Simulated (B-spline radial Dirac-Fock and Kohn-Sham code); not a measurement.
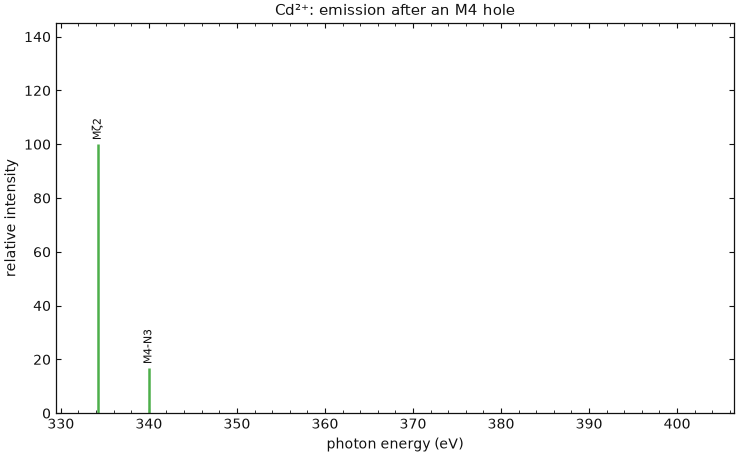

X-ray emission lines that fill an M4 (3d3/2) hole, as sticks. It refers to Cd²⁺ ([Kr] 4d10), inside a Watson sphere of charge −2 and radius 2.4 Å that stands in for a crystal. Method: independent-particle rates on relativistic LDA orbitals of the hole state (multipoles to L = 3), energies from Dirac–Fock ΔSCF (computed with a radial B-spline solver).

How far apart are M4-N2 (Mζ2) and M4-N3, and what is their intensity ratio?

Answer. 5.79 eV apart, with M4-N3 at 0.17 of the intensity of M4-N2.

Which line is the strongest, where is it and what share of the photons does it carry?

Answer. M4-N2 (Mζ2) at 334.2 eV, 85.6 % of the radiative decays.

What multipole carries the M4-N4 line?

Answer. E2; it is forbidden as an electric dipole and holds 0.036 % of the emission.

What are the natural width, lifetime and fluorescence yield of the M4 hole?

Answer. Width 0.421 eV, lifetime 1.56 fs, fluorescence yield 2.59 × 10⁻⁴.
